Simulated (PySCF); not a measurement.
# SiHCl2 (SMILES Cl[SiH]Cl): FCI/STO-3G

What is the vertical ionisation energy of SiHCl2 at FCI/STO-3G? Input form: a Python script.

The calculation is run with PySCF 2.14.0.

4 further runs of the same task are left out: 4 set aside as unsound or not needed.

### 1 The molecule

The species is SiHCl2 (4 atoms), meant as a doublet with charge 0. SMILES: `Cl[SiH]Cl`. Geometry: relaxed at PBE0-D4/def2-TZVP.

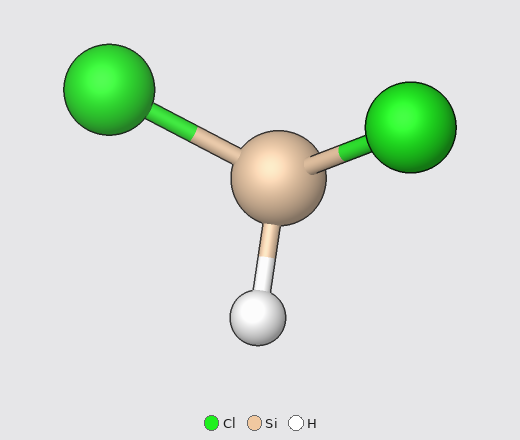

The structure, seen from a chosen angle (chlorine green, silicon light orange, hydrogen white).

### 2 The energy at FCI/STO-3G

job.py

```python
# Cl[SiH]Cl
from pyscf import gto, mcscf

molecule = gto.M(
    atom='''
Cl    -1.646600     0.177800     0.889400
Si     0.187600    -0.414200     0.200000
Cl     0.250900    -0.281300    -1.841700
H      1.208200     0.517700     0.752400
''',
    charge=0,
    max_memory=1860,
    spin=1,
    verbose=3,
    basis='sto-3g',
)

myscf = molecule.ROHF()
myscf.conv_tol = 1e-10
myscf.kernel()
if not myscf.converged:
    myscf = myscf.newton().run(myscf.mo_coeff, myscf.mo_occ)

cas = mcscf.CASCI(myscf, myscf.mo_coeff.shape[-1] - 15, (molecule.nelec[0] - 15, molecule.nelec[1] - 15))  # full CI above the frozen core
cas.fix_spin_(ss=0.75)
cas.kernel()
energy = cas.e_tot
print('E(%s) = %.9f' % ('FCI', energy))
```

Started as:

```
$ OMP_NUM_THREADS=1 python job.py
```

The log of the run:

```text
converged SCF energy = -1195.40476482483
CASCI E = -1195.45519761773  E(CI) = -59.5396964167253  S^2 = 0.7500000
E(FCI) = -1195.455197618
```

Wall time 5.7 s (1 thread of Arm Neoverse V1, shared host); peak memory 0.16 GiB.

### 3 The singlet cation

geometry.xyz

```xyz
4
Cl2HSi
Cl    -1.646600     0.177800     0.889400
Si     0.187600    -0.414200     0.200000
Cl     0.250900    -0.281300    -1.841700
H      1.208200     0.517700     0.752400
```

run.py

```python
from pyscf import gto, mcscf
from pyscf import fci

mol = gto.Mole()
mol.atom = 'geometry.xyz'
mol.basis = 'sto-3g'
mol.verbose = 3
mol.charge = 1
mol.max_memory = 1860
mol.build()

mf = mol.RHF()
mf.conv_tol = 1e-10
mf.kernel()
if not mf.converged:
    mf = mf.newton().run(mf.mo_coeff, mf.mo_occ)

cas = mcscf.CASCI(mf, mf.mo_coeff.shape[-1] - 15, (mol.nelec[0] - 15, mol.nelec[1] - 15))  # full CI above the frozen core
cas.fcisolver = fci.direct_spin0.FCI(mol)  # even spin states alone
cas.kernel()
print('<S^2> = %.4f' % cas.fcisolver.spin_square(cas.ci, cas.ncas, cas.nelecas)[0])
e_final = cas.e_tot
print('E(%s) = %.9f' % ('FCI', e_final))
```

Started as:

```
$ OMP_NUM_THREADS=1 python run.py
```

The log of the run:

```text
converged SCF energy = -1195.12242536153
CASCI E = -1195.20903508174  E(CI) = -59.2899712913757  S^2 = 0.0000000
<S^2> = 0.0000
E(FCI) = -1195.209035082
```

Wall time 11 s (1 thread of Arm Neoverse V1, shared host); peak memory 0.23 GiB.

### 4 Outcome

Level: FCI/STO-3G, 15 core orbitals frozen.

| quantity | value |
| --- | --- |
| doublet SiHCl2: total energy | -1195.45520 Eh |
| doublet SiHCl2: dipole moment (Hartree–Fock density) | 3.22 D |
| doublet SiHCl2: correlation energy (15 core orbitals frozen) | -50.4 mEh |
| singlet cation: total energy | -1195.20904 Eh |
| singlet cation: HOMO energy (Hartree–Fock orbitals) | -17.88 eV |
| singlet cation: LUMO energy (Hartree–Fock orbitals) | -6.91 eV |
| singlet cation: HOMO–LUMO gap (Hartree–Fock orbitals) | 10.97 eV |
| singlet cation: correlation energy (15 core orbitals frozen) | -86.6 mEh |
| vertical ionisation energy (to the singlet cation) | 6.698 eV |

What this shows: The vertical ionisation energy comes to 6.70 eV (646 kJ/mol). Only the singlet of the ionised species was computed; a triplet could lie lower. In a minimal basis such a difference can be off by several eV, whatever the method. Mulliken charges (doublet SiHCl2) of the mean-field density run from -0.36 on Cl1 to +0.82 on Si2; they depend strongly on the basis. Mulliken charges (singlet cation) of the mean-field density run from -0.09 on Cl1 to +1.12 on Si2.
